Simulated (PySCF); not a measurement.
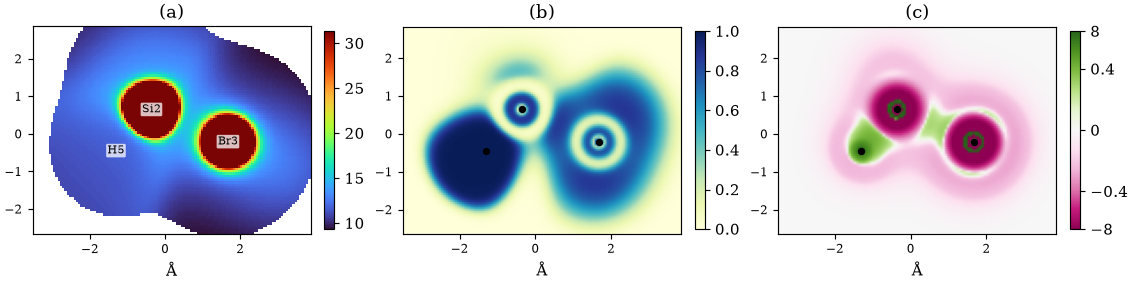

*Br₂H₂Si, SMILES `Br[SiH2]Br`. Three fields in the plane of Si2, Br3 and H5. (c): green positive, pink negative.*

Computed with PySCF, PBE0/def2-TZVP, geometry: GFN2-xTB. No frequency check shows the geometry to be a minimum. GFN2-xTB bond lengths at metals and heavier atoms can be off by up to 0.1 Å and shapes distorted, which carries into these values.

Cartesian coordinates (Å):

```
Br1      1.7868    0.2592    0.0000
Si2      0.0000   -1.0394    0.0000
Br3     -1.7868    0.2592   -0.0000
H4      -0.0008   -1.7971    1.2318
H5       0.0008   -1.7971   -1.2318
```

> The panels show, in some order, the electron localisation function (ELF), average local ionisation energy and negative Laplacian of the density (−∇²ρ). Which is which?

(a) is the average local ionisation energy: it is high near the heavier nuclei and lowest where loosely bound electrons reach out. (b) is the electron localisation function (ELF): it runs from 0 to 1 and is close to 1 over wide basins that fill the valence regions. (c) is the negative Laplacian of the density (−∇²ρ): shells alternate in sign around each nucleus and valence concentrations outline the bonding and non-bonding pairs.
